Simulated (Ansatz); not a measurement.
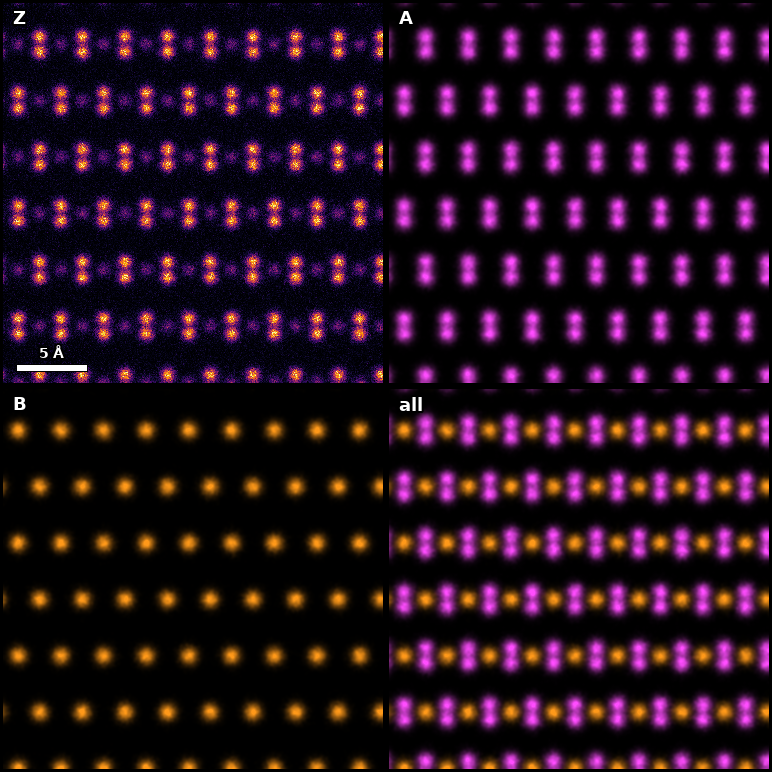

S2O (Pnnm, No. 58) along [100]. Panel Z: Simulated incoherent Z contrast: every atom adds Z^1.7 spread by a probe of 0.71 Å full width; channelling and multiple scattering are left out. The probe carries 15 % of its weight in a tail 2.5 times as wide. Shot noise was added. The other panels are simulated element maps (the number of atoms of one element along the beam, blurred by 0.9 Å, with counting noise; each on its own scale, no channelling); the last overlays them. Structure: the end point of a relaxation with DFT, PAW plane waves, r2scan (Ansatz); the starting structure was generated, so it need not be a known form of this composition.

```
CELL_PARAMETERS angstrom
4.48246 0.00000 0.00000
0.00000 8.08215 0.00000
0.00000 0.00000 3.05875
ATOMIC_POSITIONS crystal
O 0.00000 0.00000 0.00000
O 0.50000 0.50000 0.50000
S 0.16924 0.43194 0.00000
S 0.83076 0.56806 0.00000
S 0.66924 0.06806 0.50000
S 0.33076 0.93194 0.50000
```

Which element does each lettered map show?

Answer. A: S, B: O. The projected cell (3.06 × 8.08 Å, 90°) holds 6 columns: 4 of S and 2 of O. No column is shared by two of the mapped elements.
